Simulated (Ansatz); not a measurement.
**C2H5BS: vertical spin-state energies, by script**

Wanted for C2H5BS: vertical spin-state energies. SMILES: BC(C)=S.

Computed with Ansatz 0.2.0, driven from Python. Level of theory: CAM-B3LYP/def2-SVP.

## Step 1: Starting point

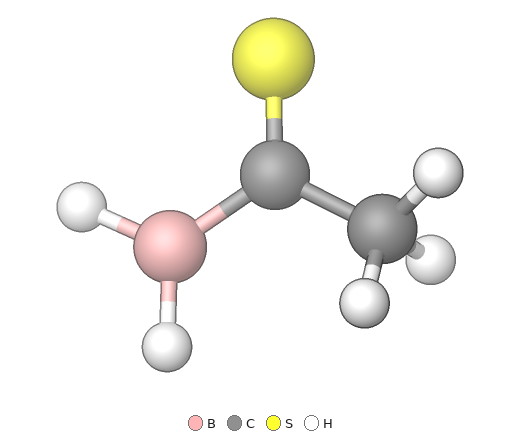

The starting structure, viewed from a chosen angle; boron pink, carbon grey, sulfur yellow, hydrogen white.

The script holds or builds the structure itself.

## Step 2: The script

Contents of spin.py:

```python
'''Vertical spin-state energies of C2H5BS.'''

import ansatz as az

GEOMETRY = '''
B    -0.34280    1.20180   -0.71040
C    -0.08310   -0.27990   -0.51620
C     0.34140   -0.77370    0.81390
S    -0.35780   -1.19930   -1.55390
H    -0.82070    1.63800   -1.76660
H    -0.19180    2.03200    0.15060
H    -0.48370   -1.01000    1.45980
H     1.02080    0.01510    1.33730
H     1.00620   -1.67040    0.76840
'''

system = az.Crystal.molecule()
for line in GEOMETRY.strip().splitlines():
    symbol, *xyz = line.split()
    system = system.atom(symbol, [float(v) for v in xyz])

calc = system.calculation()
calc = calc.basis(gaussian='def2-SVP')
calc = calc.functional('cam_b3lyp')
found = {}
for unpaired in [0, 2]:
    rep = calc.spin('collinear', total=unpaired).run().report
    s = unpaired / 2
    found[unpaired] = rep['free_energy_ev']
    print(f'2S+1 = {unpaired + 1}: E = {found[unpaired]:.5f} eV, <S^2> = {abs(rep["mean_field"]["state"]["spin_squared"]):.3f} (pure state {s * (s + 1):.2f})')
lowest = min(found, key=found.get)
for unpaired, e in found.items():
    print(f'multiplicity {unpaired + 1}: {(e - found[lowest]):.3f} eV above the lowest')
```

## Step 3: Running it

Run with:

```console
$ python spin.py
```

Log:

```text
2S+1 = 1: E = -13656.81942 eV, <S^2> = 0.000 (pure state 0.00)
2S+1 = 3: E = -13655.86070 eV, <S^2> = 2.007 (pure state 2.00)
multiplicity 1: 0.000 eV above the lowest
multiplicity 3: 0.959 eV above the lowest
```

Run time: 13 s. Hardware: 1 thread of Arm Neoverse V1, shared host; peak memory 0.29 GiB.

Lines on the test bed's own set-up are left out of the output.

## Step 4: The runs side by side

One row for each of the 2 runs:

```tsv
run	2S+1	energy from run 1 (eV)	<S²>	SCF cycles	CPU time (s)
1	1	0.0000	0.00	24	7.2
2	3	0.9587	2.01	20	5
```

## Step 5: What came out

| quantity | value |
| --- | --- |
| runs compared | 2 |
| lowest | run 1 (2S+1 = 1) |
| next above it by | 0.959 eV |

In order: multiplicity 1 (+0.00 eV) and multiplicity 3 (+0.96 eV), all at the one geometry. The geometry is a force-field or estimated start, not a minimum of this method, and the basis set is short of its limit. All parts are taken at fixed geometry, without zero-point energy.
